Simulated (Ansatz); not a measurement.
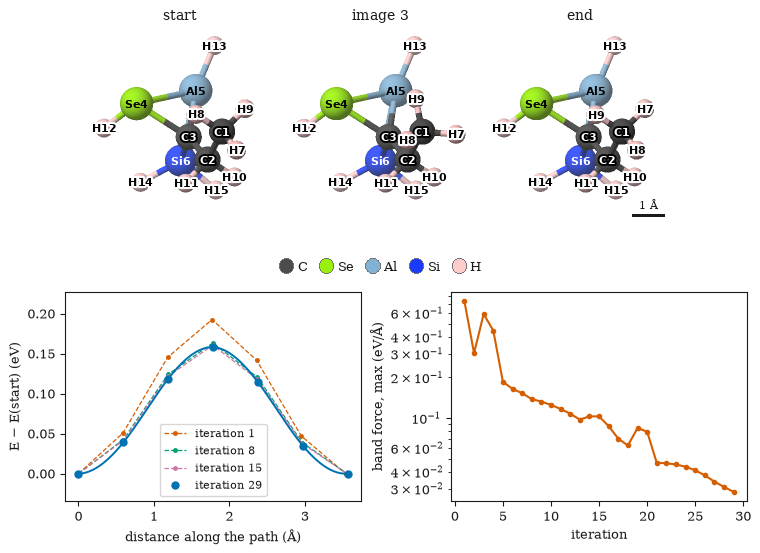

A nudged-elastic-band calculation for C3H9AlSeSi. Images are numbered from 0 (start) to 6 (end). The plot follows the band through its iterations. The picture is a ball-and-stick view, seen from a free direction.

Theory: RHF/def2-SVP in Ansatz 0.2.0.

The input:
```yaml
crystal:
  periodic: [false, false, false]
  atoms:
    - { symbol: C, position_ang: [1.469775, -1.563691, 0.442491] }
    - { symbol: C, position_ang: [0.423143, -0.983331, -0.503971] }
    - { symbol: C, position_ang: [-0.24343, 0.299946, -0.037293] }
    - { symbol: Se, position_ang: [-1.285751, 0.155145, 1.679883] }
    - { symbol: Al, position_ang: [0.037, 2.132615, 0.695112] }
    - { symbol: Si, position_ang: [-1.237202, 1.518524, -1.157201] }
    - { symbol: H, position_ang: [1.932913, -2.452974, 0.009278] }
    - { symbol: H, position_ang: [1.028318, -1.856985, 1.397206] }
    - { symbol: H, position_ang: [2.260213, -0.837988, 0.646595] }
    - { symbol: H, position_ang: [0.90632, -0.745191, -1.456686] }
    - { symbol: H, position_ang: [-0.32608, -1.748185, -0.731854] }
    - { symbol: H, position_ang: [-2.669759, 0.262831, 1.225737] }
    - { symbol: H, position_ang: [0.995346, 2.947952, 1.628758] }
    - { symbol: H, position_ang: [-2.695794, 1.27065, -1.301985] }
    - { symbol: H, position_ang: [-0.616911, 1.550081, -2.506771] }
basis:
  gaussian: { orbitals: def2-SVP }
hamiltonian:
  xc: hf
neb:
  order_check: false
  images: 5
  f_tol: 0.03
  max_iterations: 60
  initial_path: idpp
  max_displacement: 0.02
  optimiser: fire
  final_atoms:
    - { symbol: C, position_ang: [1.43733316, -1.58777714, 0.46471104] }
    - { symbol: C, position_ang: [0.3763079, -1.01733693, -0.47190866] }
    - { symbol: C, position_ang: [-0.23585747, 0.30571084, -0.04320395] }
    - { symbol: Se, position_ang: [-1.21744295, 0.27175168, 1.71448794] }
    - { symbol: Al, position_ang: [0.1240614, 2.16137947, 0.59150777] }
    - { symbol: Si, position_ang: [-1.23413375, 1.5001714, -1.18403998] }
    - { symbol: H, position_ang: [2.2527113, -0.8762067, 0.61406608] }
    - { symbol: H, position_ang: [1.86266221, -2.50615184, 0.05386715] }
    - { symbol: H, position_ang: [1.019146, -1.83014117, 1.44397803] }
    - { symbol: H, position_ang: [0.83364789, -0.83660491, -1.44982757] }
    - { symbol: H, position_ang: [-0.40255799, -1.76820365, -0.64055676] }
    - { symbol: H, position_ang: [-2.61384563, 0.40350432, 1.30699342] }
    - { symbol: H, position_ang: [1.1417499, 2.98894063, 1.45040078] }
    - { symbol: H, position_ang: [-2.70326886, 1.28921668, -1.26710131] }
    - { symbol: H, position_ang: [-0.66241211, 1.45114632, -2.55407497] }
```

Run as
```bash
ansatz run input.yaml --threads 2 --pin off --max-ram 3072MiB --backend cpu --events-out ev --progress --plain --runs-dir out
```

> How did the profile develop, and is the result final?

The run is converged, with reservations. The band converged in 29 iterations. The largest component of the band force went from 0.73 to 0.028 eV/Å. The climbing image converged on the top of the path. Its curvatures weren't checked. The step length is far from the usual. The first iteration put the highest image at 0.193 eV. The barrier is about 0.158 eV in both directions, with image 3 at the top; the ends have the same energy.

Cost: 9.1 min on 2 threads of Arm Neoverse V2, on a shared host, peak memory 0.5 GiB.
